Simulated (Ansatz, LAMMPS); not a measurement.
# Li in place of Mg at several sites of glassy 44SiO2-56MgO (mol %) (83 atoms)

Aim: make Li in place of Mg at several sites of glassy 44SiO2-56MgO (mol %) (83 atoms), relax each, and compare their energies.

Calculated with Ansatz 0.2.0; Kohn-Sham DFT, PBEsol, PAW (set soft_2), plane waves.

**1. The starting structure**

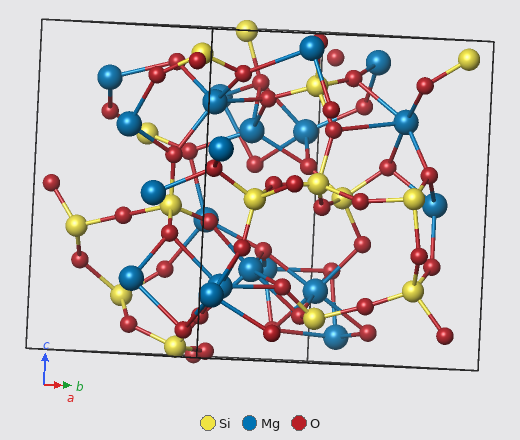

The cell as given, slightly off an axis (silicon yellow, magnesium blue, oxygen red). Bonds to atoms that aren't drawn are left out. Some periodic images of atoms are drawn too.

The cell holds 83 atoms: 15 Si, 19 Mg and 49 O. Its edges and angles: a = 10.007 Å, b = 10.007 Å, c = 10.007 Å, α = 90.0°, β = 90.0°, γ = 90.0°. 83 atoms (15 Si, 19 Mg, 49 O) placed at random at 2.56 g/cm³, melted at 4000 K for 10 ps at fixed volume with the Morse and Coulomb pair potential with partial charges (Pedone, Malavasi, Menziani, Cormack and Segre, J. Phys. Chem. B 110, 11780 (2006)). Quenched from 4000 K to 300 K at 30 K/ps and fixed volume, held 10 ps at zero pressure.

What the set-up can't give: The quench rate of 30 K/ps far exceeds what a furnace or splat quench reaches, so expect more defects and frozen-in strain than in a real sample. The network of bonds at the start is that of the classical potential that made the cell, and needn't be the one that DFT or experiment would give. Only the Γ point is sampled, in a cell whose shortest periodic width is 10 Å.

**2. Single point at the start**

A single point comes first, to see the forces before anything moves.

input.yaml reads:

```yaml
crystal:
  lattice:
    - [10.00689, 0.0, 0.0]
    - [0.0, 10.00689, 0.0]
    - [0.0, 0.0, 10.00689]
  atoms:
    - { symbol: Si, position: [0.85841, 0.84181, 0.23096] }
    - { symbol: Si, position: [0.62051, 0.61112, 0.83889] }
    - { symbol: Si, position: [0.32356, 0.33228, 0.02718] }
    - { symbol: Si, position: [0.96035, 0.93886, 0.94175] }
    - { symbol: Si, position: [0.71667, 0.13994, 0.92161] }
    - { symbol: Si, position: [0.50792, 0.78834, 0.50161] }
    - { symbol: Si, position: [0.95442, 0.77135, 0.51095] }
    - { symbol: Si, position: [0.16786, 0.05633, 0.3795] }
    - { symbol: Si, position: [0.42773, 0.22933, 0.45618] }
    - { symbol: Si, position: [0.05352, 0.3608, 0.66863] }
    - { symbol: Si, position: [0.66976, 0.61064, 0.133] }
    - { symbol: Si, position: [0.07789, 0.28119, 0.17492] }
    - { symbol: Si, position: [0.17622, 0.62144, 0.99391] }
    - { symbol: Si, position: [0.71742, 0.57254, 0.54256] }
    - { symbol: Si, position: [0.80771, 0.29554, 0.4881] }
    - { symbol: Mg, position: [0.22698, 0.4788, 0.41592] }
    - { symbol: Mg, position: [0.95984, 0.07516, 0.63675] }
    - { symbol: Mg, position: [0.2213, 0.11701, 0.83464] }
    - { symbol: Mg, position: [0.32686, 0.56545, 0.69319] }
    - { symbol: Mg, position: [0.2453, 0.80608, 0.69655] }
    - { symbol: Mg, position: [0.48283, 0.03448, 0.69728] }
    - { symbol: Mg, position: [0.15024, 0.74185, 0.27497] }
    - { symbol: Mg, position: [0.85676, 0.12759, 0.19194] }
    - { symbol: Mg, position: [0.48282, 0.90768, 0.9176] }
    - { symbol: Mg, position: [0.00625, 0.64116, 0.7898] }
    - { symbol: Mg, position: [0.45249, 0.50936, 0.27263] }
    - { symbol: Mg, position: [0.63243, 0.29287, 0.218] }
    - { symbol: Mg, position: [0.55878, 0.0225, 0.23025] }
    - { symbol: Mg, position: [0.7018, 0.99916, 0.49326] }
    - { symbol: Mg, position: [0.3884, 0.78061, 0.21543] }
    - { symbol: Mg, position: [0.73788, 0.86112, 0.74172] }
    - { symbol: Mg, position: [0.89285, 0.42063, 0.95435] }
    - { symbol: Mg, position: [0.22781, 0.95837, 0.07806] }
    - { symbol: Mg, position: [0.53086, 0.30545, 0.77664] }
    - { symbol: O, position: [0.50165, 0.87089, 0.36395] }
    - { symbol: O, position: [0.51347, 0.65375, 0.13852] }
    - { symbol: O, position: [0.21582, 0.22893, 0.08879] }
    - { symbol: O, position: [0.80481, 0.26046, 0.33887] }
    - { symbol: O, position: [0.01728, 0.58439, 0.00432] }
    - { symbol: O, position: [0.30704, 0.63844, 0.33066] }
    - { symbol: O, position: [0.39182, 0.73299, 0.5928] }
    - { symbol: O, position: [0.70058, 0.56251, 0.97269] }
    - { symbol: O, position: [0.50399, 0.50941, 0.79283] }
    - { symbol: O, position: [0.46402, 0.20957, 0.61068] }
    - { symbol: O, position: [0.25674, 0.48029, 0.01756] }
    - { symbol: O, position: [0.92414, 0.80941, 0.85593] }
    - { symbol: O, position: [0.77668, 0.95396, 0.3065] }
    - { symbol: O, position: [0.07821, 0.73286, 0.5899] }
    - { symbol: O, position: [0.20777, 0.7432, 0.09119] }
    - { symbol: O, position: [0.42529, 0.95194, 0.09581] }
    - { symbol: O, position: [0.1208, 0.40557, 0.26002] }
    - { symbol: O, position: [0.5459, 0.15791, 0.37215] }
    - { symbol: O, position: [0.9719, 0.45177, 0.77028] }
    - { symbol: O, position: [0.60356, 0.65894, 0.47204] }
    - { symbol: O, position: [0.60111, 0.05302, 0.85106] }
    - { symbol: O, position: [0.8603, 0.87843, 0.58398] }
    - { symbol: O, position: [0.96745, 0.79131, 0.33833] }
    - { symbol: O, position: [0.09994, 0.98723, 0.92466] }
    - { symbol: O, position: [0.70938, 0.62296, 0.70787] }
    - { symbol: O, position: [0.70978, 0.41963, 0.53441] }
    - { symbol: O, position: [0.68491, 0.13865, 0.08114] }
    - { symbol: O, position: [0.92908, 0.91991, 0.09996] }
    - { symbol: O, position: [0.33997, 0.95214, 0.78139] }
    - { symbol: O, position: [0.58686, 0.7596, 0.86671] }
    - { symbol: O, position: [0.85405, 0.6426, 0.49595] }
    - { symbol: O, position: [0.1904, 0.42899, 0.62127] }
    - { symbol: O, position: [0.09239, 0.00572, 0.5059] }
    - { symbol: O, position: [0.44507, 0.34085, 0.12501] }
    - { symbol: O, position: [0.7201, 0.28671, 0.86713] }
    - { symbol: O, position: [0.07721, 0.21078, 0.73206] }
    - { symbol: O, position: [0.36563, 0.26466, 0.89233] }
    - { symbol: O, position: [0.84572, 0.04534, 0.9006] }
    - { symbol: O, position: [0.05781, 0.14089, 0.27653] }
    - { symbol: O, position: [0.95948, 0.34226, 0.54099] }
    - { symbol: O, position: [0.58766, 0.89566, 0.60129] }
    - { symbol: O, position: [0.78974, 0.15637, 0.57647] }
    - { symbol: O, position: [0.19776, 0.66706, 0.83897] }
    - { symbol: O, position: [0.67202, 0.49041, 0.22509] }
    - { symbol: O, position: [0.40947, 0.37904, 0.41197] }
    - { symbol: O, position: [0.95218, 0.29147, 0.08442] }
    - { symbol: O, position: [0.20919, 0.94332, 0.27774] }
    - { symbol: O, position: [0.76205, 0.7334, 0.1774] }
    - { symbol: O, position: [0.28675, 0.14852, 0.41824] }
kpoints:
  mp_grid: { grid: [1, 1, 1] }
hamiltonian:
  xc: pbesol
scf:
  occupations: { method: fixed }
output:
  forces: true
```

Launch:

```console
$ ansatz run input.yaml --threads 4 --pin off --max-ram 8192MiB --backend cpu --events-out ev --progress --plain --runs-dir out
```

Numbers of over 12 decimals in the logs are rounded to 6 here.

The log of the run:

```text
[...]
Pseudopotentials: kind: paw
Pseudopotential: Si, paw, valence charge 4, recommended cutoff 420 eV (normal), Si.paw.azcp
Pseudopotential: Mg, paw, valence charge 10, recommended cutoff 420 eV (normal), Mg.paw.azcp
Pseudopotential: O, paw, valence charge 6, recommended cutoff 420 eV (normal), O.paw.azcp
[... 3 lines on functional and potentials left out ...]
Crystal: 83 atoms, lattice volume = 1002.068 Å³
Basis set: ecut = 420 eV, 19549 PW (Γ), exchange–correlation on 144×144×144 points (8 copies of the dense FFT grid, shifted against one another)
Bands: 355, of which v1, the nominal top of the filled ones, is band 272 counted from 1 (271 counted from 0)
Symmetry: 1 space group operations
Space group: P1 (ITA 1), of the structure as read, at distance tolerance 1.0e-4 Å
k-points: 1
[... 10 lines on functional and potentials left out ...]
Initial density: superposition of atomic densities (neutral atoms: chi_scale 0, normalization atom), corrected by the library's trained network
Initial wavefunctions: pseudopotential atomic-orbital guess
[...]
SCF iter   1: F=—  HF=-73228.100881 eV  |F-HF|=—  |Δ(HF+E_count)|=         —  Δρ=1.22e-2  dr2=1.19e0  ethr=1.77e-3  ⟨swp⟩=6.0  Hψ=1073  notcnv=0  defer=79
preconditioner: auto → Resta (q_TF=auto, 2.464 Å⁻¹)  ε∞=3.3  [insulator: Δε(μ)=2.994 eV  Ē_g=15.470 eV  n_scr=250 (ndim 8)  ℏωp=23.2 eV  f_vac=0.086  ε∞_Penn≈3.3]
[...]
SCF iter   9: F=—  HF=-73227.768068 eV  |F-HF|=—  |Δ(HF+E_count)|=   6.51e-7  Δρ=4.89e-6  dr2=2.06e-7  ethr=1.84e-11  ⟨swp⟩=4.0  Hψ=1107  notcnv=0
SCF iter  10: F=-73227.768068 eV  HF=-73227.768068 eV  |F-HF|=1.58e-8  |Δ(HF+E_count)|=   2.47e-8  Δρ=1.13e-6  dr2=1.59e-8  ethr=1.84e-11  ⟨swp⟩=4.0  Hψ=1032  notcnv=0
SCF 1 converged in 10 iterations: F = -73227.768068 eV  dr2 = 1.59e-8
[...]
SCF converged after 10 iterations
Free energy (F): -73227.768068 eV
Harris-Foulkes:  -73227.768068 eV  (|F-HF|=1.58e-8)
Internal energy: -73227.768068 eV  (E = F + TS)
E sigma→0 (E₀):  -73227.768068 eV
Fermi energy:    4.977805 eV
--- Per-component energies (eV) ---
[...]
Σ components = -73227.768068   (vs F -73227.768068, Δ=0.00e0)
--- Forces (eV/Å), atoms counted from 1 ---
  atom   1  Si     0.12874470     1.28703707    -0.96348816
  atom   2  Si    -1.26800885    -1.95254043     0.66256082
  atom   3  Si     0.54379931     1.33942624     1.22029595
  atom   4  Si    -4.76521785    -2.97506923     0.28292681
[...]
atom  83  O      2.50806349     1.83719067     0.95648031
  max |Σ_I F_I| component: 2.42e-5 eV/Å
```

Wall time 8.7 s (4 threads of Arm Neoverse V2, shared host); peak memory 1.3 GiB; 31 s of CPU time.

Reading the cycles: dr2 is the Hartree energy of the density residual (eV), the measure of convergence; HF is the Harris–Foulkes estimate of the energy, which meets the free energy F at convergence.

The r.m.s. force at the start is 1.4 eV/Å.

**3. Relaxation**

With the cell held, the atoms are moved downhill towards a nearby minimum.

input.yaml reads:

```yaml
crystal:
  lattice:
    - [10.00689, 0.0, 0.0]
    - [0.0, 10.00689, 0.0]
    - [0.0, 0.0, 10.00689]
  atoms:
    [... the 83 atom lines of step 2 ...]
kpoints:
  mp_grid: { grid: [1, 1, 1] }
hamiltonian:
  xc: pbesol
scf:
  occupations: { method: fixed }
output:
  forces: true
relax:
  f_tol: 0.05
  max_steps: 120
```

The log of the run:

```text
[...]
Crystal: 83 atoms, lattice volume = 1002.068 Å³
Basis set: ecut = 420 eV, 19549 PW (Γ), exchange–correlation on 144×144×144 points (8 copies of the dense FFT grid, shifted against one another)
Bands: 355, of which v1, the nominal top of the filled ones, is band 272 counted from 1 (271 counted from 0)
Symmetry: 1 space group operations
[...]
k-points: 1
[...]
SCF iter   1: F=—  HF=-73228.100881 eV  |F-HF|=—  |Δ(HF+E_count)|=         —  Δρ=1.22e-2  dr2=1.19e0  ethr=1.77e-3  ⟨swp⟩=6.0  Hψ=1073  notcnv=0  defer=79
[...]
SCF iter   5: F=—  HF=-73227.768001 eV  |F-HF|=—  |Δ(HF+E_count)|=   6.27e-4  Δρ=1.41e-4  dr2=2.77e-4  ethr=8.13e-7  ⟨swp⟩=2.0  Hψ=433  notcnv=0  defer=81
SCF iter   6: F=-73227.768055 eV  HF=-73227.768055 eV  |F-HF|=5.87e-7  |Δ(HF+E_count)|=   5.40e-5  Δρ=5.63e-5  dr2=3.28e-5  ethr=1.15e-8  ⟨swp⟩=3.0  Hψ=1113  notcnv=0
SCF 1 converged in 6 iterations: F = -73227.768055 eV  dr2 = 3.28e-5
[...]
relax step   1: F+E_penalty+E_count = -73227.76805536 eV  Δ(F+E_penalty+E_count) = +0.000e0 eV  max|allowed force component| = 5.791e0 eV/Å  Δτ_max = 0.0000 Å  (6 SCF iters, dr2 threshold 6.25e-5 eV, accepted)
[...]
relax step   2: F+E_penalty+E_count = -73232.24601432 eV  Δ(F+E_penalty+E_count) = -4.478e0 eV  max|allowed force component| = 2.810e0 eV/Å  Δτ_max = 0.1607 Å  (6 SCF iters, dr2 threshold 1.00e-4 eV, accepted)
[...]
relax step   3: F+E_penalty+E_count = -73234.51445976 eV  Δ(F+E_penalty+E_count) = -2.268e0 eV  max|allowed force component| = 5.314e-1 eV/Å  Δτ_max = 0.2000 Å  (6 SCF iters, dr2 threshold 1.00e-4 eV, accepted)
relax step   4: F+E_penalty+E_count = -73234.74579913 eV  Δ(F+E_penalty+E_count) = -2.313e-1 eV  max|allowed force component| = 2.319e-1 eV/Å  Δτ_max = 0.2000 Å  (7 SCF iters, dr2 threshold 1.76e-5 eV, accepted)
relax step   5: F+E_penalty+E_count = -73234.74729322 eV  Δ(F+E_penalty+E_count) = -1.494e-3 eV  max|allowed force component| = 2.434e-1 eV/Å  Δτ_max = 0.2000 Å  (8 SCF iters, dr2 threshold 3.36e-6 eV, accepted)
relax step   6: F+E_penalty+E_count = -73234.77022238 eV  Δ(F+E_penalty+E_count) = -2.293e-2 eV  max|allowed force component| = 7.623e-2 eV/Å  Δτ_max = 0.0850 Å  (6 SCF iters, dr2 threshold 1.13e-5 eV, accepted)
[...]
relax step   7: F+E_penalty+E_count = -73234.77701688 eV  Δ(F+E_penalty+E_count) = -6.795e-3 eV  max|allowed force component| = 2.018e-2 eV/Å  Δτ_max = 0.0227 Å  (7 SCF iters, accepted)
SCF converged after 7 iterations
Free energy (F): -73234.777017 eV
[...]
Internal energy: -73234.777017 eV  (E = F + TS)
E sigma→0 (E₀):  -73234.777017 eV
Fermi energy:    4.895791 eV
[...]
Σ components = -73234.777017   (vs F -73234.777017, Δ=0.00e0)
--- Forces (eV/Å), atoms counted from 1 ---
  atom   1  Si    -0.00115738    -0.00182730     0.00008432
  atom   2  Si     0.01073033    -0.00927591     0.00999022
  atom   3  Si     0.00051622     0.00941487     0.00453235
  atom   4  Si    -0.00286537    -0.00384684     0.00184378
[...]
atom  83  O      0.00293043     0.00219685     0.00203727
  max |Σ_I F_I| component: 1.43e-4 eV/Å
--- Relaxed structure (7 steps of the walk, 7 accepted, 0 SCFs on fresh bases) ---
  F+E_penalty+E_count = -73234.77701688 eV   max|allowed force component| = 2.018e-2 eV/Å
  atoms:
    - { symbol: Si, position: [0.845522, 0.844837, 0.235267] }
    - { symbol: Si, position: [0.626566, 0.611985, 0.841939] }
    - { symbol: Si, position: [0.341098, 0.334804, 0.014616] }
    - { symbol: Si, position: [0.947617, 0.943098, 0.947543] }
[...]
- { symbol: O, position: [0.295732, 0.132568, 0.423197] }
```

Wall time 40 s (4 threads); peak memory 1.3 GiB; 2.5 min of CPU time.

The relaxation converged after 7 steps, 7.01 eV below its start, with a largest force component of 0.020 eV/Å.

[end of part 1 of 3]

[Logs are printed without paths, hosts, clocks, repeated set-up lines and the standing remarks that a program may print on its own settings, such as how far it seeks lower states.]

[Hosts, paths, dates, database ids (printed as entryN), source tags and the programs' standing remarks are cut or masked in the printed files.]
